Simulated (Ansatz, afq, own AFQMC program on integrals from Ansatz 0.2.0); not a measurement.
# ZrN (doublet): AFQMC on the coupled-cluster ladder at distance Zr1–N2 = 3.771 Å, def2-SVP

Aim: compute ZrN (doublet) with auxiliary-field quantum Monte Carlo on the same integrals as coupled cluster, and set the energies side by side.

Method: def2-SVP, frozen cores; program: Ansatz 0.2.0, Gaussian basis, and an in-house AFQMC program (afq) on its integrals; all values are calculated.

The runs, in order: PBE (unrestricted); r2SCAN (unrestricted); PBE0 (unrestricted); B3LYP (unrestricted); B2PLYP (unrestricted); CCSD(T) on UHF; CCSDT(Q) on UHF; Phaseless AFQMC, CISD trial on UHF; Phaseless AFQMC, single-determinant trial on UHF.

14 further runs of the same task are left out: 6 that didn't finish, 8 set aside as unsound or not needed.

## Step 1: The system

The geometry derives from a PBE0/def2-TZVP stationary point (not a proven minimum). One bond is set to the value named and the two fragments are kept rigid. No spin-orbit coupling is included. Elements past krypton take def2 core potentials.

2 atoms, charge 0, spin multiplicity 2.

Atoms are counted from 1 here; the program's logs count them from 0.

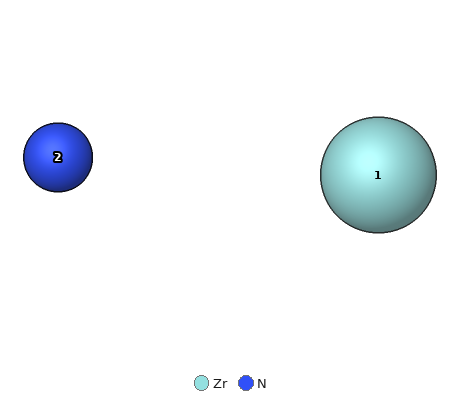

The geometry (zirconium light teal, nitrogen blue); atoms are numbered from 1 in the order of the file.

## Step 2: PBE (unrestricted)

in.yaml

```yaml
crystal:
  periodic: [false, false, false]
  atoms:
    - {symbol: Zr, position_ang: [0.000000, 0.000000, 0.000000]}
    - {symbol: N, position_ang: [0.000000, 0.000000, 3.771000]}
basis:
  gaussian: {orbitals: def2-SVP}
magnetization: {spin_polarized: true, initial_magnetization: 1}
hamiltonian: {xc: {name: PBE}}
output: {orbitals: {seedname: orbitals}}
```

The run is started by

```sh
$ ansatz run in.yaml --threads 1 --pin off --events-out ev --progress --plain --max-ram 1382MiB
```

Standard output (excerpt; [...] marks lines left out):

```text
Functional definition: PBE
  name "PBE"
  cite "Perdew, Burke & Ernzerhof, Phys. Rev. Lett. 77, 3865 (1996) doi:10.1103/PhysRevLett.77.3865"
  parent pbe
[...]
450 factors; their error is unknown
[...]
mean field -2758.44287926 eV, -101.3709060729 hartree, gradient 2.7e-6 eV, S^2 3.409852; 38 other end points of the search recorded, 0 dependent functions left out
reference -2758.44292092 eV, -101.3709076040 hartree; 10, 9 occupied and 35, 36 virtual orbitals, 450 factors
Total energy: -2758.44292092 eV, -101.3709076040 hartree
```

Wall time 55 s (1 thread of Arm Neoverse V1, shared host).

From the report: ⟨S²⟩ of the determinant 3.410 (pure doublet: 0.75). The determinant is far from a pure spin state, so its energy mixes those of several spin states (harmless only where they are near-degenerate, as at dissociation).

## Step 3: r2SCAN (unrestricted)

Changes to in.yaml since step 2:

```diff
@@ -8,3 +8,2 @@
 magnetization: {spin_polarized: true, initial_magnetization: 1}
-hamiltonian: {xc: {name: PBE}}
-output: {orbitals: {seedname: orbitals}}
+hamiltonian: {xc: {name: r2SCAN}}
```

The command is unchanged.

Standard output (excerpt; [...] marks lines left out):

```text
Functional definition: r2SCAN
  name "r2SCAN"
  cite "Furness, Kaplan, Ning, Perdew & Sun, J. Phys. Chem. Lett. 11, 8208 (2020) doi:10.1021/acs.jpclett.0c02405"
  cite "Furness, Kaplan, Ning, Perdew & Sun, J. Phys. Chem. Lett. 11, 9248 (2020) doi:10.1021/acs.jpclett.0c03077"
  parent r2scan
[...]
450 factors; their error is unknown
[...]
mean field -2760.18327513 eV, -101.4348644415 hartree, gradient 8.4e-7 eV, S^2 3.533088; 33 other end points of the search recorded, 0 dependent functions left out
reference -2760.18330446 eV, -101.4348655196 hartree; 10, 9 occupied and 35, 36 virtual orbitals, 450 factors
Total energy: -2760.18330446 eV, -101.4348655196 hartree
```

Wall time 2.4 min (1 thread of Arm Neoverse V1, shared host).

From the report: ⟨S²⟩ of the determinant 3.533 (pure doublet: 0.75). The determinant is far from a pure spin state, so its energy mixes those of several spin states (harmless only where they are near-degenerate, as at dissociation).

## Step 4: PBE0 (unrestricted)

Changes to in.yaml since step 3:

```diff
@@ -8,2 +8,3 @@
 magnetization: {spin_polarized: true, initial_magnetization: 1}
-hamiltonian: {xc: {name: r2SCAN}}
+hamiltonian: {xc: {name: PBE0}}
+output: {orbitals: {seedname: orbitals}}
```

The command is unchanged.

Standard output (excerpt; [...] marks lines left out):

```text
Functional definition: PBE0
  name "PBE0"
  cite "Adamo & Barone, J. Chem. Phys. 110, 6158 (1999) doi:10.1063/1.478522"
  cite "Perdew, Burke & Ernzerhof, Phys. Rev. Lett. 77, 3865 (1996) doi:10.1103/PhysRevLett.77.3865"
  parent pbe
[...]
470 factors; integrals over basis functions are off by at most 4.7e-4 eV
[...]
mean field -2758.08115117 eV, -101.3576128109 hartree, gradient 8.9e-6 eV, S^2 3.562124; 24 other end points of the search recorded, 0 dependent functions left out
reference -2758.08118423 eV, -101.3576140257 hartree; 10, 9 occupied and 35, 36 virtual orbitals, 470 factors
Total energy: -2758.08118423 eV, -101.3576140257 hartree
```

Run time: 61 s. Hardware: 1 thread of Arm Neoverse V1, shared host.

From the report: ⟨S²⟩ of the determinant 3.562 (pure doublet: 0.75). The determinant is far from a pure spin state, so its energy mixes those of several spin states (harmless only where they are near-degenerate, as at dissociation).

## Step 5: B3LYP (unrestricted)

Changes to in.yaml since step 4:

```diff
@@ -8,3 +8,2 @@
 magnetization: {spin_polarized: true, initial_magnetization: 1}
-hamiltonian: {xc: {name: PBE0}}
-output: {orbitals: {seedname: orbitals}}
+hamiltonian: {xc: {name: B3LYP}}
```

Same command.

Standard output (excerpt; [...] marks lines left out):

```text
Functional definition: B3LYP
  name "B3LYP"
  cite "Stephens, Devlin, Chabalowski & Frisch, J. Phys. Chem. 98, 11623 (1994) doi:10.1021/j100096a001"
  cite "Becke, Phys. Rev. A 38, 3098 (1988) doi:10.1103/PhysRevA.38.3098"
  cite "Lee, Yang & Parr, Phys. Rev. B 37, 785 (1988) doi:10.1103/PhysRevB.37.785"
  cite "Vosko, Wilk & Nusair, Can. J. Phys. 58, 1200 (1980) doi:10.1139/p80-159"
[...]
470 factors; integrals over basis functions are off by at most 4.7e-4 eV
[...]
mean field -2760.57122471 eV, -101.4491213255 hartree, gradient 1.7e-6 eV, S^2 2.699179; 9 other end points of the search recorded, 0 dependent functions left out
reference -2760.57141907 eV, -101.4491284681 hartree; 10, 9 occupied and 35, 36 virtual orbitals, 470 factors
Total energy: -2760.57141907 eV, -101.4491284681 hartree
```

Run time: 48 s. Hardware: 1 thread of Arm Neoverse V1, shared host.

From the report: ⟨S²⟩ of the determinant 2.699 (pure doublet: 0.75). The determinant is far from a pure spin state, so its energy mixes those of several spin states (harmless only where they are near-degenerate, as at dissociation).

## Step 6: B2PLYP (unrestricted)

Changes to in.yaml since step 5:

```diff
@@ -8,2 +8,3 @@
 magnetization: {spin_polarized: true, initial_magnetization: 1}
-hamiltonian: {xc: {name: B3LYP}}
+hamiltonian: {xc: {name: B2PLYP}}
+correlation: {electrons: outside_noble_gas}
```

The command is unchanged.

Standard output (excerpt; [...] marks lines left out):

```text
Functional definition: B2PLYP
  name "B2PLYP"
  cite "Grimme, J. Chem. Phys. 124, 034108 (2006) doi:10.1063/1.2148954"
  cite "Becke, Phys. Rev. A 38, 3098 (1988) doi:10.1103/PhysRevA.38.3098"
  cite "Lee, Yang & Parr, Phys. Rev. B 37, 785 (1988) doi:10.1103/PhysRevB.37.785"
[...]
470 factors; integrals over basis functions are off by at most 4.7e-4 eV
[...]
mean field -2753.56026032 eV, -101.1914731366 hartree, gradient 2.1e-6 eV, S^2 2.745254; 13 other end points of the search recorded, 0 dependent functions left out
5 core orbitals not correlated: weight in the atoms' cores, before any rotation towards them, 1.000 or more for the frozen orbitals, at most 0.000 for the correlated occupied ones
reference -2753.56038130 eV, -101.1914775825 hartree; 5, 4 occupied and 35, 36 virtual orbitals, 470 factors
second order -3.61787571 eV of doubles, -0.00000000 eV of singles
Total energy: -2754.53720774 eV, -101.2273752922 hartree
```

Run time: 82 s. Hardware: 1 thread of Arm Neoverse V1, shared host.

From the report: ⟨S²⟩ of the determinant 2.745 (pure doublet: 0.75). The determinant is far from a pure spin state, so its energy mixes those of several spin states (harmless only where they are near-degenerate, as at dissociation).

## Step 7: CCSD(T) on UHF

Changes to in.yaml since step 6:

```diff
@@ -8,3 +8,2 @@
 magnetization: {spin_polarized: true, initial_magnetization: 1}
-hamiltonian: {xc: {name: B2PLYP}}
-correlation: {electrons: outside_noble_gas}
+correlation: {method: ccsd_t, electrons: outside_noble_gas, hamiltonian_folder: ham}
```

Same command.

Standard output (excerpt; [...] marks lines left out):

```text
Functional definition: HF
  name "HF"
  cite "Fock, Z. Phys. 61, 126 (1930) doi:10.1007/BF01340294"
  parent pbe
[...]
470 factors; integrals over basis functions are off by at most 4.7e-4 eV
[...]
mean field -2742.03327306 eV, -100.7678641682 hartree, gradient 1.1e-6 eV, S^2 3.743898; 76 other end points of the search recorded, 0 dependent functions left out
determinant -2742.03327306 eV, -100.7678641682 hartree, with singles and doubles -2745.08555144 eV, -100.8800333295 hartree
determinant -2742.02819339 eV, -100.7676774938 hartree, with singles and doubles -2745.09192575 eV, -100.8802675811 hartree
determinant -2741.99254308 eV, -100.7663673690 hartree, with singles and doubles -2745.61808017 eV, -100.8996033995 hartree
determinant -2741.99096626 eV, -100.7663094219 hartree, with singles and doubles -2745.61811191 eV, -100.8996045661 hartree
[...]
determinant -2741.98684189 eV, -100.7661578539 hartree, with singles and doubles -2745.61973924 eV, -100.8996643691 hartree
determinant -2741.81838863 eV, -100.7599673109 hartree, with singles and doubles -2745.52784894 eV, -100.8962874628 hartree
determinant -2741.79437701 eV, -100.7590849000 hartree, with singles and doubles -2745.50901379 eV, -100.8955952841 hartree
determinant -2741.46086687 eV, -100.7468286284 hartree, with singles and doubles -2745.13303137 eV, -100.8817781847 hartree
5 core orbitals not correlated: weight in the atoms' cores, before any rotation towards them, 0.999 or more for the frozen orbitals, at most 0.000 for the correlated occupied ones
reference -2741.98684189 eV, -100.7661578539 hartree; 5, 4 occupied and 35, 36 virtual orbitals, 470 factors
second order -2.87323642 eV of doubles, -0.00000000 eV of singles
cycle   1  -3.63289513 eV  change    2.2e-6 eV  update   5.1e-6
perturbative correction -0.07167284 eV, -0.0026339285 hartree
Total energy: -2745.69140986 eV, -100.9022982158 hartree
```

Wall time 40 s (1 thread of Arm Neoverse V1, shared host).

From the report: ⟨S²⟩ of the determinant 2.780 (pure doublet: 0.75); correlation -3.7046 eV; T1 0.021; largest double amplitude 0.09. The determinant is far from a pure spin state, so its energy mixes those of several spin states (harmless only where they are near-degenerate, as at dissociation).

This run also writes the integrals to the folder ham.

## Step 8: CCSDT(Q) on UHF

Changes to in.yaml since step 7:

```diff
@@ -8,2 +8,2 @@
 magnetization: {spin_polarized: true, initial_magnetization: 1}
-correlation: {method: ccsd_t, electrons: outside_noble_gas, hamiltonian_folder: ham}
+correlation: {method: ccsdt_q, electrons: outside_noble_gas}
```

Same command.

Standard output (excerpt; [...] marks lines left out):

```text
Functional definition: HF
  name "HF"
  cite "Fock, Z. Phys. 61, 126 (1930) doi:10.1007/BF01340294"
  parent pbe
[...]
771 factors; integrals over basis functions are off by at most 2.4e-7 eV
[...]
mean field -2742.03328550 eV, -100.7678646253 hartree, gradient 3.4e-6 eV, S^2 3.743898; 75 other end points of the search recorded, 0 dependent functions left out
determinant -2742.03328550 eV, -100.7678646253 hartree, with singles and doubles -2745.08556487 eV, -100.8800338232 hartree
determinant -2742.02820450 eV, -100.7676779020 hartree, with singles and doubles -2745.09193721 eV, -100.8802680024 hartree
determinant -2741.99256078 eV, -100.7663680192 hartree, with singles and doubles -2745.61811349 eV, -100.8996046239 hartree
determinant -2741.99098392 eV, -100.7663100709 hartree, with singles and doubles -2745.61814568 eV, -100.8996058070 hartree
[...]
determinant -2741.98686030 eV, -100.7661585306 hartree, with singles and doubles -2745.61977278 eV, -100.8996656017 hartree
determinant -2741.81840573 eV, -100.7599679393 hartree, with singles and doubles -2745.52787944 eV, -100.8962885837 hartree
determinant -2741.79439835 eV, -100.7590856843 hartree, with singles and doubles -2745.50904929 eV, -100.8955965885 hartree
5 core orbitals not correlated: weight in the atoms' cores, before any rotation towards them, 0.999 or more for the frozen orbitals, at most 0.000 for the correlated occupied ones
reference -2741.98686030 eV, -100.7661585306 hartree; 5, 4 occupied and 35, 36 virtual orbitals, 771 factors
second order -2.87325814 eV of doubles, -0.00000000 eV of singles
cycle   1  -3.40346108 eV  change   -5.3e-1 eV  update   7.5e-2
[...]
cycle  87  -3.73921158 eV  change   -1.1e-8 eV  update   6.3e-7
perturbative correction -0.00294028 eV, -0.0001080533 hartree
Total energy: -2745.72901216 eV, -100.9036800750 hartree
```

It took 95 s on 1 thread of Arm Neoverse V1, shared host; peak memory 0.32 GiB.

From the report: ⟨S²⟩ of the determinant 2.780 (pure doublet: 0.75); correlation -3.7422 eV; T1 0.022; largest double amplitude 0.10. The determinant is far from a pure spin state, so its energy mixes those of several spin states (harmless only where they are near-degenerate, as at dissociation).

## Step 9: Phaseless AFQMC, CISD trial on UHF

It reads the integrals that the CCSD(T) run on this determinant wrote.

The run is started by

```sh
$ afq ham --method phaseless --trial cisd --walkers 60 --populations 1 --least-time 40 --time-step 0.005 --steps-per-block 50 --equilibration-blocks 40 --max-blocks 300 --target-error 0.00072 --factor-cut 1e-05 --start spin_pure --seed 9957 --release-times 0.24,0.51,0.99,1.62,2.4 --release-step 0.03 --release-every 4 --taylor-order 6
```

Standard output:

```text
orbitals 40  electrons 5 4  factors 286 of 470
reference energy -100.76615785 Eh
CCSD correlation -0.13350627 Eh in 21 cycles, weight of the determinant in the CISD state 0.8893
energy of the start -100.895737 Eh
 block  time / (1/Eh)  mean weight  energy / Eh
     1     0.250  0.9999  -100.896669
     2     0.500  1.0009  -100.897616
     3     0.750  1.0003  -100.898705
     4     1.000  0.9991  -100.900224
     5     1.250  1.0016  -100.900927
     6     1.500  0.9999  -100.902300
     7     1.750  0.9970  -100.901443
     8     2.000  1.0006  -100.900542
     9     2.250  1.0007  -100.901205
    10     2.500  1.0008  -100.901299
    11     2.750  0.9992  -100.902129
    16     4.000  1.0006  -100.900649
    21     5.250  1.0005  -100.902049
    26     6.500  1.0021  -100.903089
    31     7.750  0.9996  -100.904461
    36     9.000  1.0008  -100.907522
    41    10.250  0.9997  -100.907465
    46    11.500  0.9985  -100.903057
    51    12.750  1.0008  -100.896665
    56    14.000  0.9973  -100.900158
    61    15.250  1.0005  -100.903620
    66    16.500  0.9993  -100.900516
    71    17.750  1.0007  -100.905076
    76    19.000  1.0007  -100.904614
    81    20.250  1.0023  -100.903694
    86    21.500  1.0021  -100.905690
    91    22.750  1.0011  -100.901983
    96    24.000  1.0008  -100.903861
   101    25.250  0.9832  -100.905341
   106    26.500  0.9981  -100.904107
   111    27.750  1.0005  -100.899646
   116    29.000  0.9993  -100.902944
   121    30.250  1.0006  -100.904428
   126    31.500  1.0003  -100.901374
   131    32.750  0.9991  -100.898330
   136    34.000  1.0023  -100.901358
   141    35.250  1.0022  -100.904331
   146    36.500  1.0007  -100.906711
   151    37.750  0.9982  -100.902664
   156    39.000  0.9999  -100.903039
   161    40.250  1.0007  -100.899829
   166    41.500  0.9988  -100.903233
   171    42.750  1.0000  -100.901790
   176    44.000  1.0005  -100.900154
   181    45.250  1.0001  -100.907794
   186    46.500  1.0017  -100.898516
   191    47.750  1.0004  -100.901512
   196    49.000  1.0032  -100.901962
blocks merged  error / Eh  count
     1  0.000211  160
     2  0.000264  80
     4  0.000307  40
     8  0.000346  20
    16  0.000373  10
released: time / (1/Eh)  energy / Eh  error  mean overlap
  0.24  -100.903645  0.000750  1.0082
  0.51  -100.903327  0.000438  1.0299
  0.99  -100.904339  0.000742  1.0083
  1.62  -100.903782  0.000698  0.9920
  2.40  -100.904579  0.001315  1.0302
energy -100.902709 +/- 0.000346 Eh
```

Run time: 4.3 min. Hardware: 1 thread of Arm Neoverse V1, shared host.

Energy -2745.7026 ± 0.0094 eV. Caveats: constraint bias not in the error.

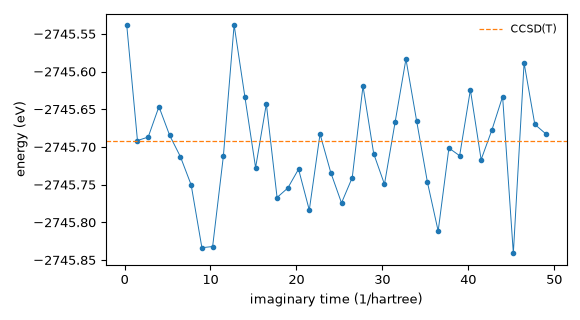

Block energies along the walk.

## Step 10: Phaseless AFQMC, single-determinant trial on UHF

It reads the integrals that the CCSD(T) run on this determinant wrote.

The run is started by

```sh
$ afq ham --method phaseless --trial hf --walkers 120 --populations 1 --least-time 40 --time-step 0.005 --steps-per-block 20 --equilibration-blocks 160 --max-blocks 600 --target-error 0.00216 --factor-cut 1e-05 --start spin_pure --seed 8950 --taylor-order 6
```

Standard output:

```text
orbitals 40  electrons 5 4  factors 286 of 470
reference energy -100.76615785 Eh
CCSD correlation -0.13350627 Eh in 21 cycles, weight of the determinant in the CISD state 0.8893
energy of the start -100.767169 Eh
 block  time / (1/Eh)  mean weight  energy / Eh
     1     0.100  1.0004  -100.797008
     2     0.200  1.0013  -100.822586
     3     0.300  1.0002  -100.836046
     4     0.400  1.0009  -100.842608
     5     0.500  1.0013  -100.854390
     6     0.600  1.0005  -100.855074
     7     0.700  1.0001  -100.857495
     8     0.800  1.0003  -100.863318
     9     0.900  0.9993  -100.861396
    10     1.000  1.0008  -100.867089
    15     1.500  1.0008  -100.872213
    29     2.900  0.9999  -100.893394
    43     4.300  0.9983  -100.889755
    57     5.700  0.9989  -100.899070
    71     7.100  0.9995  -100.895327
    85     8.500  0.9986  -100.897763
    99     9.900  1.0003  -100.904679
   113    11.300  1.0005  -100.876597
   127    12.700  1.0020  -100.905114
   141    14.100  0.9985  -100.908831
   155    15.500  1.0002  -100.913088
   169    16.900  0.9996  -100.914442
   183    18.300  1.0016  -100.911727
   197    19.700  1.0002  -100.884319
   211    21.100  1.0023  -100.911508
   225    22.500  1.0025  -100.904285
   239    23.900  1.0003  -100.907379
   253    25.300  0.9999  -100.916538
   267    26.700  1.0017  -100.939755
   281    28.100  1.0015  -100.883156
   295    29.500  0.9973  -100.897468
   309    30.900  0.9995  -100.890973
   323    32.300  1.0011  -100.907234
   337    33.700  0.9996  -100.893143
   351    35.100  1.0005  -100.894144
   365    36.500  1.0000  -100.918202
   379    37.900  1.0013  -100.898168
   393    39.300  1.0018  -100.910083
   407    40.700  0.9991  -100.900151
   421    42.100  1.0012  -100.887378
   435    43.500  0.9976  -100.906296
   449    44.900  1.0001  -100.909901
   463    46.300  0.9986  -100.887557
   477    47.700  0.9992  -100.905899
   491    49.100  0.9963  -100.901564
   505    50.500  0.9994  -100.892083
   519    51.900  1.0000  -100.901364
   533    53.300  1.0001  -100.887836
   547    54.700  1.0008  -100.899081
blocks merged  error / Eh  count
     1  0.000573  400
     2  0.000753  200
     4  0.000976  100
     8  0.001160  50
    16  0.001287  25
    32  0.001334  12
energy -100.902493 +/- 0.001287 Eh
```

Run time: 3.4 min. Hardware: 1 thread of Arm Neoverse V1, shared host.

Energy -2745.6967 ± 0.0350 eV. Caveats: constraint bias not in the error.

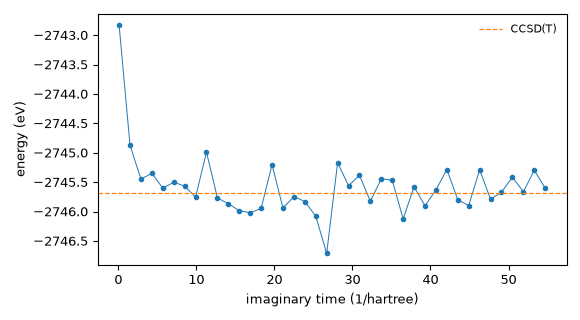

Block energies along the walk.

## Step 11: All levels side by side

On the UHF determinant, counted from CCSDT(Q) (a yardstick, not exact):

```csv
level,energy (eV),from CCSDT(Q) (kcal/mol),statistical error (kcal/mol),time
HF,-2741.9868,+86.30,,
MP2,-2744.8601,+20.04,,
CCSD,-2745.6197,+2.52,,
CCSD(T),-2745.6914,+0.87,,
CCSDT(Q),-2745.7290,0.00,,
"Phaseless AFQMC, CISD trial, step 0.005, 60 walkers",-2745.7026,+0.61,0.22,4.3 min
"Phaseless AFQMC, single-determinant trial, step 0.005, 120 walkers",-2745.6967,+0.74,0.81,3.4 min
```

The functionals' totals stand on their own zeros and serve differences with other points: PBE -2758.443 eV; r2SCAN -2760.183 eV; PBE0 -2758.081 eV; B3LYP -2760.571 eV; B2PLYP -2754.537 eV.

## Step 12: Outcome

| quantity | value |
| --- | --- |
| CCSD(T) on UHF from CCSDT(Q) | +0.87 kcal/mol |
| Phaseless AFQMC, CISD trial on UHF from CCSDT(Q) | +0.61 ± 0.22 kcal/mol |
| Phaseless AFQMC, single-determinant trial on UHF from CCSDT(Q) | +0.74 ± 0.81 kcal/mol |

On UHF the phaseless walk with the CISD trial lies +0.61 kcal/mol from CCSDT(Q), within three error bars. Error bars are statistical and leave out the constraint, the time step and what remains of the start. Zr carries a core potential, and spin-orbit coupling is left out.
